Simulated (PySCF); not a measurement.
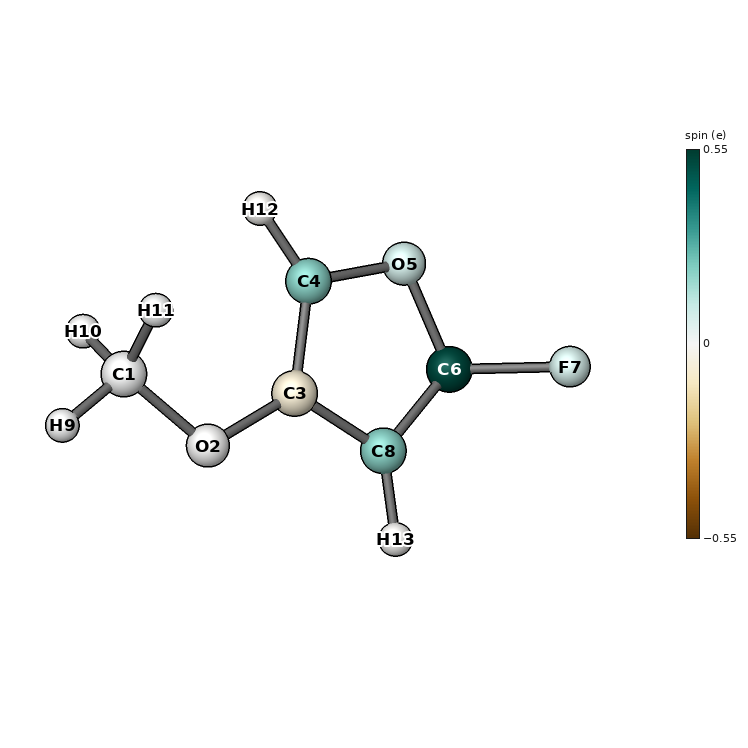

Atoms are coloured by their Mulliken spin populations. The species has charge −1 and is a spin doublet. The geometry was computed by an optimisation with GFN2-xTB. No frequency run is at hand to confirm it as a minimum. Method: UKS B3LYP, pcH-1 on C F H O, non-relativistic (PySCF 2.14.0).

Give the Mulliken spin populations atom by atom.

```json
{"atom": "C1", "value (e)": "0.00"}
{"atom": "O2", "value (e)": "0.00"}
{"atom": "C3", "value (e)": "−0.07"}
{"atom": "C4", "value (e)": "0.21"}
{"atom": "O5", "value (e)": "0.08"}
{"atom": "C6", "value (e)": "0.52"}
{"atom": "F7", "value (e)": "0.08"}
{"atom": "C8", "value (e)": "0.21"}
{"atom": "H9", "value (e)": "0.00"}
{"atom": "H10", "value (e)": "0.00"}
{"atom": "H11", "value (e)": "0.00"}
{"atom": "H12", "value (e)": "−0.01"}
{"atom": "H13", "value (e)": "−0.01"}
```

Mulliken values depend strongly on the basis set.
